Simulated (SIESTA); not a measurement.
## How far to go with the cutoff of the real-space grid: TaTi (Cmm2, 2 atoms in the cell)

```
CELL_PARAMETERS angstrom
      1.62471    -2.28601     0.00000
      1.62471     2.28601     0.00000
      0.00000     0.00000     4.66071
ATOMIC_POSITIONS crystal
  Ti 0.50000 0.50000 0.51073
  Ta 0.00000 0.00000 0.00000
```

Level of theory: SIESTA with LDA PW92, numerical atomic orbitals DZP, PseudoDojo LDA standard norm-conserving potentials (rewritten from UPF to PSML).

Base settings: XC.functional = LDA; XC.authors = PW92; potentials = PseudoDojo LDA standard; PAO.BasisSize = DZP; PAO.EnergyShift = 0.01 Ry; MeshCutoff = 350 Ry; kgrid.MonkhorstPack = 4 4 3; OccupationFunction = FD; ElectronicTemperature = 0.1 eV; MaxSCFIterations = 150.

The second cell is the first with its lattice scaled by 0.98.

The mesh stays at the base's, so the ladder's end is converged at best in this setting alone.

Only quantities that move along the ladder and can be compared are tabulated.

The starting cell comes from a database of computed structures (which also holds hypothetical and non-ambient phases and stackings), without a prior relaxation at this level. Its lattice was rescaled by up to half a per cent. One atom was moved a little off its site on purpose. Spin polarisation is off. Values carry the incompleteness of an atom-centred basis. In the base run, with a pressure of about -9 GPa the cell is away from its equilibrium volume at this level. Without a gap this mesh is coarse (it stands for a supercell whose shortest vector is 11 Å).

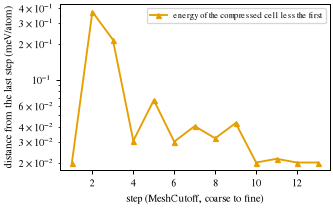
Fig. 1. Distance from the last step along the ladder; very small values are drawn at a floor.

| MeshCutoff | energy of the compressed cell less the first (meV/atom) | pressure (GPa) |
|---|---|---|
| 122 Ry (128 Ry used) | -28.95 | -9.36 |
| 140 Ry (158 Ry used) | -28.60 | -9.40 |
| 158 Ry (165 Ry used) | -28.75 | -9.30 |
| 193 Ry (204 Ry used) | -28.94 | -9.36 |
| 210 Ry (227 Ry used) | -29.03 | -9.41 |
| 280 Ry (293 Ry used) | -28.94 | -9.37 |
| 315 Ry (318 Ry used) | -29.01 | -9.38 |
| 350 Ry (355 Ry used) | -29.00 | -9.39 |
| 385 Ry (403 Ry used) | -29.01 | -9.36 |
| 420 Ry (458 Ry used) | -28.95 | -9.39 |
| 473 Ry (511 Ry used) | -28.99 | -9.37 |
| 612 Ry (630 Ry used) | -28.97 | -9.35 |
| 700 Ry (814 Ry used) | -28.97 | -9.37 |
| 840 Ry (908 Ry used) | -28.97 | -9.39 |

State of the pressure at the end of the ladder: still drifting one way, by 0.04 GPa over the last two steps, so the last step is no safe reference.

Coarsest MeshCutoff that holds the energy of the compressed cell less the first within 0.2 meV/atom of the last step, with all finer ones: 193 Ry (204 Ry used); the step before is off by 0.22 meV/atom.

Left out of this page: 3 runs of the series outside the window shown, repeating another row's setting, or not comparable.
